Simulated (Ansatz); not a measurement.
## Electronic structure of CH$_{5}$FOSi in real space

Input file:

```
crystal:
  periodic: [false, false, false]
  atoms:
    - { symbol: Si, position_ang: [0.0, 0.0, 0.0] }
    - { symbol: H, position_ang: [0.0, 0.0, 1.46] }
    - { symbol: O, position_ang: [1.5842, 0.0, -0.5594] }
    - { symbol: C, position_ang: [2.3503, -1.1632, -0.836] }
    - { symbol: H, position_ang: [1.7187, -1.9052, -1.3675] }
    - { symbol: H, position_ang: [3.2179, -0.8926, -1.4733] }
    - { symbol: H, position_ang: [2.7141, -1.6023, 0.1163] }
    - { symbol: F, position_ang: [-0.7489, 1.2974, -0.5295] }
    - { symbol: H, position_ang: [-0.6877, -1.1914, -0.4862] }
basis:
  gaussian: { orbitals: def2-SVP }
hamiltonian:
  xc: blyp
relax:
  f_tol: 0.02
  max_steps: 40
output:
  orbitals: {}
```

Run with:

```sh
ansatz run input.yaml --threads 1 --pin off --max-ram 2048MiB --backend cpu --events-out ev --progress --plain --runs-dir out
```

The fields are those of the run's last geometry, not of the input's.

Level of theory: RKS BLYP/def2-SVP (Ansatz).

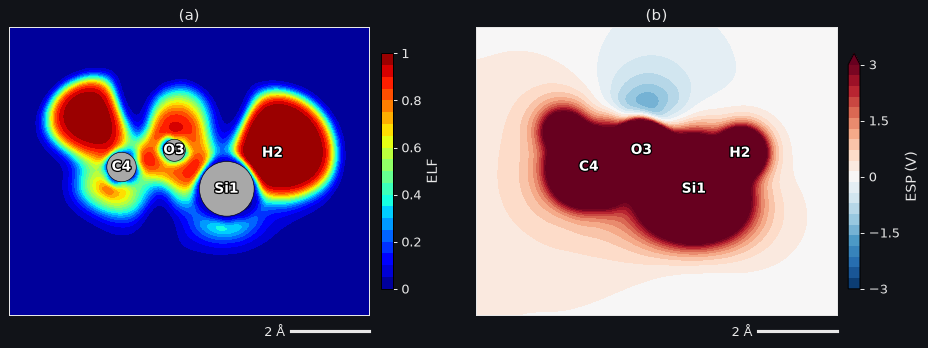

Figure 1. (a) electron localisation function; (b) electrostatic potential on the plane of atoms H2, Si1 and O3. Grey discs cover the atomic cores in the ELF map.

**What does the map show?**

The section cuts through Si, H, O and C sites. C–O (1.43 Å): the ELF peaks at about 0.85 between the atoms; a polar covalent bond. Si–O (1.66 Å): the ELF peaks at about 0.90 between the atoms, as expected for a polar covalent bond. Si–H (1.49 Å): the ELF climbs to about 1 towards the hydrogen, as it does in any bond to H. The ELF also peaks beside O3, away from the bonds: lone-pair regions. Outside the dense part of the molecule the potential is most negative (−1.5 V) near O3.

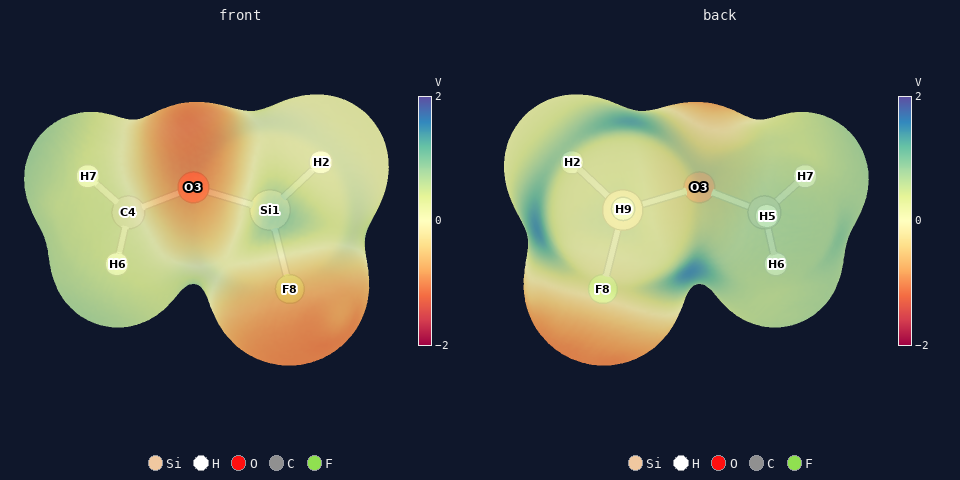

Figure 2. The molecular electrostatic potential painted on the density surface at 0.002 e/bohr³, seen from the front and from behind; red is negative and blue positive.

**Which sites attract a positive test charge, and which a negative one?**

A positive charge is drawn to the negative regions and a negative charge to the positive ones. The most negative region (about −1.1 V, or −25 kcal/mol for a unit charge) lies over O3, the most positive (about +1.5 V, or +35 kcal/mol for a unit charge) over Si1. O3 is the likeliest acceptor of a hydrogen bond.

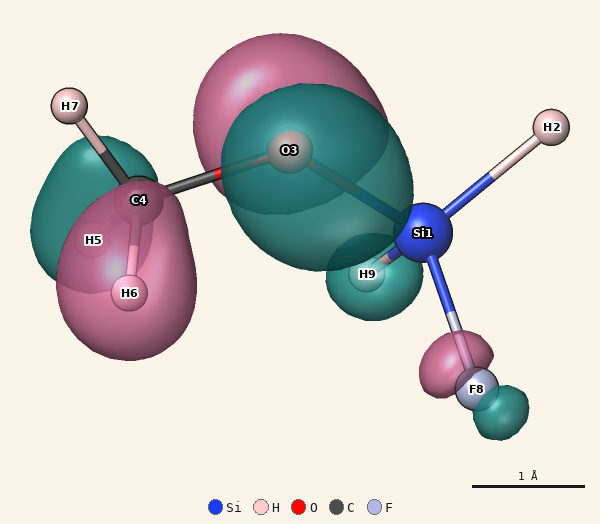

Figure 3. The HOMO at ±0.15 Å⁻³ᐟ² (teal and pink are the two phases), seen at a tilt.

**Describe this orbital and give its energy.**

By Hirshfeld shares it lies mainly on O3 (about 60 %), C4 (about 10 %) and H6 (about 5 %). Its energy is −6.82 eV.
